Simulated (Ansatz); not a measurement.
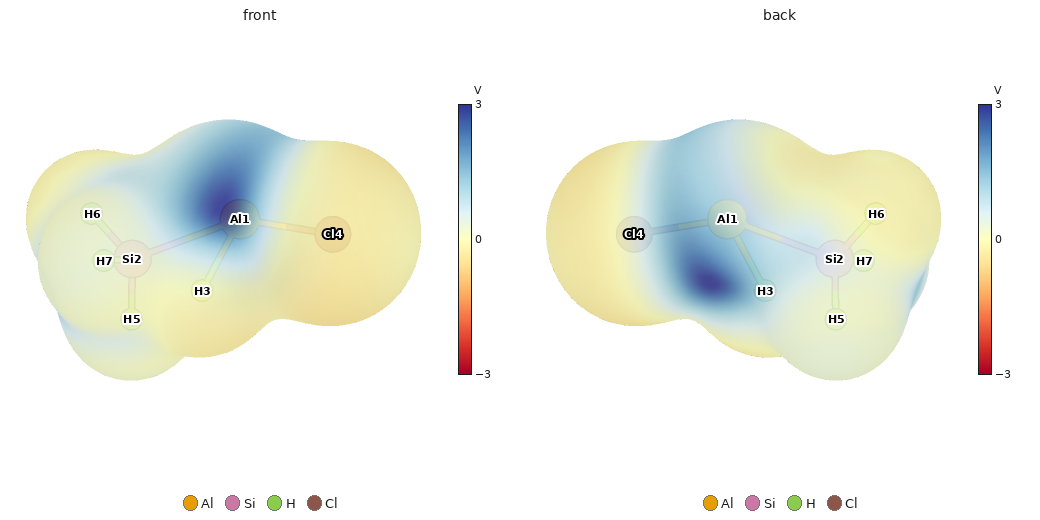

*AlClH$_{4}$Si. The electrostatic potential painted on the density surface at 0.002 e/bohr³, seen from the front and from behind; red is negative and blue positive.*

A transition-state structure; geometry: PBE0-D4/def2-TZVP.

Method: RKS PBE0-D4/def2-TZVPP (Ansatz).

Input

```
crystal:
  periodic: [false, false, false]
  atoms:
    - {symbol: Al, position_ang: [-1.367633, 0.613308, 0.410537]}
    - {symbol: Si, position_ang: [0.919386, 0.136878, -0.183768]}
    - {symbol: H, position_ang: [-0.510052, -0.926688, -0.044973]}
    - {symbol: Cl, position_ang: [-3.297330, -0.156380, 0.714653]}
    - {symbol: H, position_ang: [1.532692, -0.737915, 0.850890]}
    - {symbol: H, position_ang: [1.731508, 1.402472, -0.153615]}
    - {symbol: H, position_ang: [0.991528, -0.331676, -1.593724]}
basis:
  gaussian: {orbitals: def2-TZVPP}
hamiltonian: {xc: pbe0, dispersion: d4}
output: {orbitals: {seedname: orbitals}}
```

Run with:

```sh
ansatz run in.yaml --threads 2 --pin off --events-out ev --progress --plain --max-ram 4352MiB
```

### Describe the electrostatic potential map.

The most negative region (about −0.4 V) lies over Cl4, the most positive (about +2.9 V) over Al1.
